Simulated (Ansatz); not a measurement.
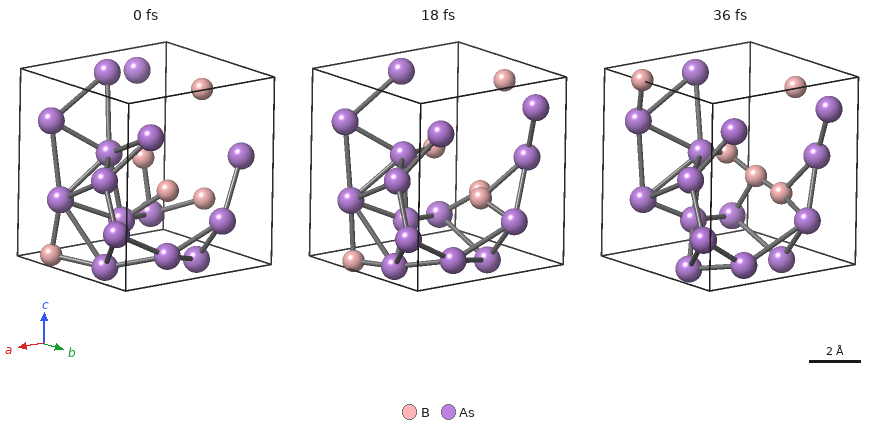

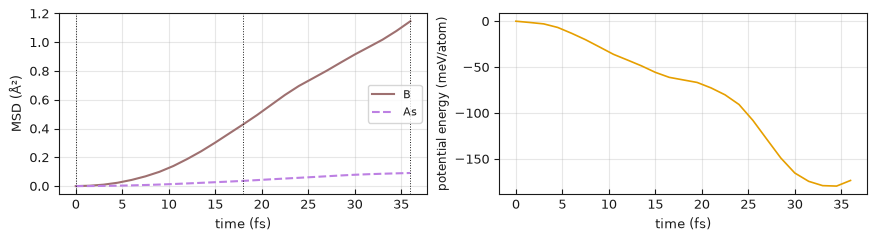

First-principles dynamics of an amorphous cell of composition BAs3 (20 atoms in the cell), 36 fs long. Frames and the history of the run. Style: ball-and-stick. Shown: the simulation cell, from a free direction. Atoms that leave the cell re-enter on the other side. Bonds to atoms that aren't drawn are left out.

Computed with Ansatz 0.2.0, DFT PBE, scalar-relativistic, plane waves, PAW. Run with plane-wave cutoff 320 eV; k-point mesh 1 × 1 × 1; Fermi-Dirac smearing 0.345 eV; set temperature 4000 K; time step 1.5 fs.

### What do the frames and curves show?

Over the second half the temperature averages 4415 K (spread ±377 K). The potential energy is still drifting at the end, so the run hasn't reached equilibrium. The potential energy in the second half lies on average 126 meV per atom below the first frame. The mean pressure there is 10.9 GPa. Root-mean-square distances from the starting positions over the second half, with the common drift of all atoms taken out: B 0.89 Å, As 0.26 Å. The run lasts only 36 fs, too short to tell vibration from diffusion. Bond changes: one As–B bond breaks at about 15 fs; 2 B–B bonds form between 19.5 fs and 30 fs; one As–B bond forms at about 24 fs.

Limits of the set-up: the cutoff lies below the recommended one; the periodic images lie only 7.1 Å apart, so the values are limited by the cell's size.

Cost: 3.1 min on 2 threads of Intel(R) Xeon(R) Processor @ 2.50GHz (Skylake/Cascade Lake), with other jobs on the host, peak memory 0.57 GiB.
